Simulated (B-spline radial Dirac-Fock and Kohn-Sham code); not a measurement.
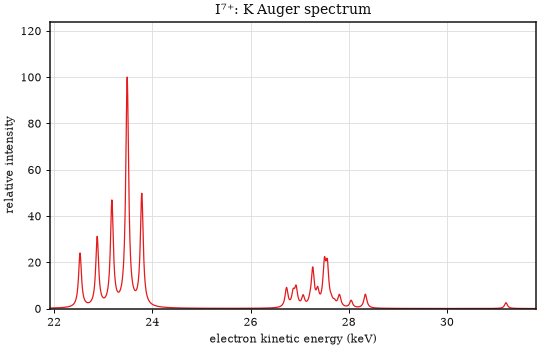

Auger groups that fill a K (1s) hole, broadened by 70 eV full width. Kinetic energies count from the vacuum level; very weak lines are left out. The figure is for the ion I⁷⁺, configuration [Kr] 4d10. Level of theory: independent-particle Coulomb rates on relativistic LDA orbitals, configuration-average energies from Dirac–Fock; calculated with a B-spline radial code. The Auger rates hold no Breit term, so K-L1L2 is up to 30 % low in heavy atoms.

**Which group is strongest?**

K-L2L3 at 23.49 keV, 27 % of the non-radiative width.

**How wide is the K level from this decay?**

The non-radiative width is 1.21 eV.
